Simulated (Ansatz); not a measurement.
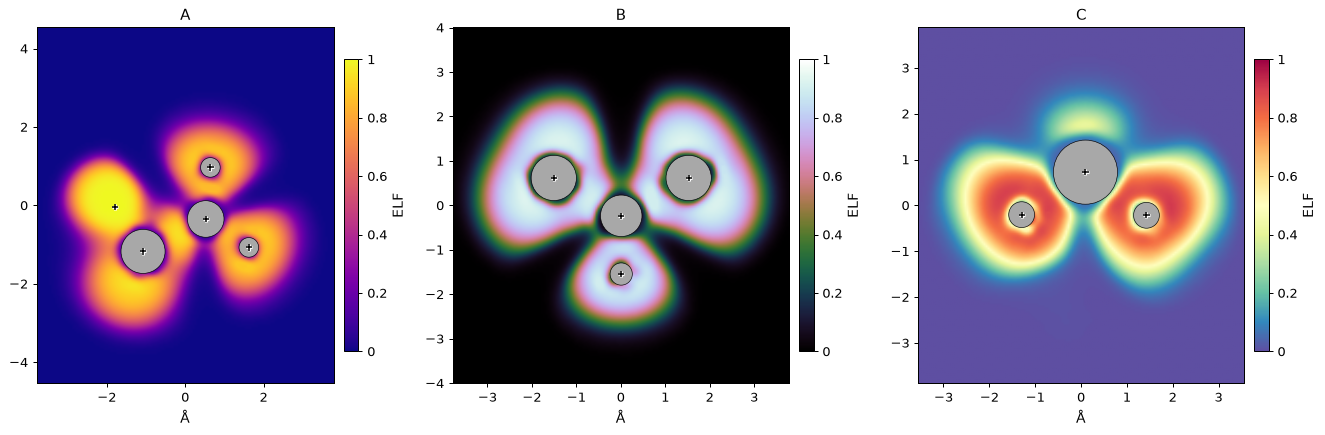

The ELF of 3 systems, each on a plane through atoms (crosses mark nuclei in the plane; grey discs cover the cores).

These are results of Ansatz 0.2.0, RKS PBE0-D4/def2-TZVPP, not measurements.

System 1: H4O2Si···HF, the plane of atoms O2, Si1 and O5. The reactant side of a reaction path; geometry: PBE0-D4/def2-TZVP.

```xyz
9

Si   -0.7025   -0.6353    0.0968
O     0.4549   -0.0105    1.1305
H    -0.0845   -1.8853   -0.3918
H    -1.9644   -0.8507    0.8359
O    -1.0453    0.4149   -1.1017
H     1.5638    0.6506    0.0382
F     1.9148    0.9512   -0.7861
H     0.1538    0.6265    1.7826
H    -0.2907    0.7386   -1.6046
```

System 2: BCl2F···SiH4, the plane of atoms Cl3, B1 and Cl4. The product side of a reaction path; geometry: PBE0-D4/def2-TZVP.

```xyz
9

B    -0.9833   -1.8875    0.3559
Si    0.8470    1.4720   -0.2632
Cl   -1.3884   -1.8192   -1.3343
Cl   -1.8770   -0.9778    1.5391
H     1.1287    0.0705    0.1442
F     0.0045   -2.6530    0.7483
H    -0.5944    1.6091   -0.5874
H     1.1990    2.3825    0.8547
H     1.6638    1.8033   -1.4573
```

System 3: BF2HS···SiH4, the plane of atoms S2, B1 and F3. The reactant side of a reaction path; geometry: PBE0-D4/def2-TZVP.

```xyz
10

B     0.7841   -1.6360   -0.7479
S     1.6226   -0.6095   -1.9655
F    -0.0545   -2.5659   -1.1572
F     0.9810   -1.5015    0.5509
H    -1.4884    0.1854   -0.1037
Si   -1.1247    1.2398    0.8777
H     2.2900    0.1135   -1.0522
H     0.2747    1.6730    0.6357
H    -2.0357    2.3996    0.7079
H    -1.2490    0.7014    2.2544
```

> Which map belongs to which system?

Panel A is system 3, BF2HS···SiH4: the plane holds B, S, F and H. B–F (1.32 Å): the ELF peaks at about 0.85 between the atoms (a shared but strongly polarised pair). Panel B is system 2, BCl2F···SiH4: the plane holds B, Cl and F. B–F (1.31 Å): the ELF peaks at about 0.85 between the atoms: a shared but strongly polarised pair. Panel C is system 1, H4O2Si···HF: the plane holds Si and O. Si–O (1.63 Å): the ELF peaks at about 0.85 between the atoms, as expected for a polar covalent bond.
